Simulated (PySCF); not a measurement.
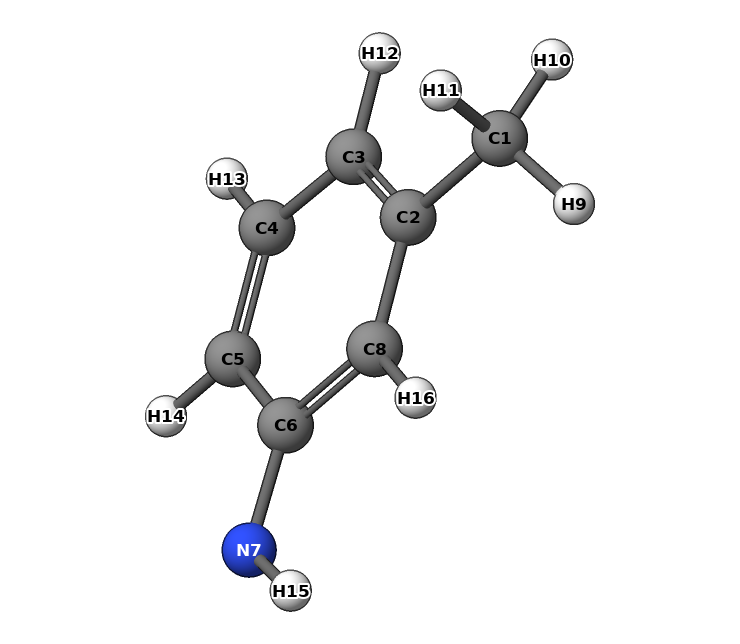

The questions are on Mulliken spin populations. Charge 0, doublet. Computed geometry: GFN2-xTB optimisation. No frequency run is at hand to confirm it as a minimum. Level of theory: UKS B3LYP, pcH-1 on C H N, non-relativistic (PySCF 2.14.0).

Q: Which atom carries the largest spin population?

A: N7 (0.58 e).

Q: Which atom has the lowest spin population?

A: C6 (−0.17 e); a negative value comes from spin polarisation.

List the Mulliken spin populations.

```
atom  value (e)
  C1       0.01
  C2      −0.15
  C3       0.36
  C4      −0.16
  C5       0.30
  C6      −0.17
  N7       0.58
  C8       0.29
  H9       0.00
 H10       0.00
 H11      −0.01
 H12      −0.02
 H13       0.01
 H14      −0.01
 H15      −0.02
 H16      −0.01
```

Mulliken values depend strongly on the basis set.
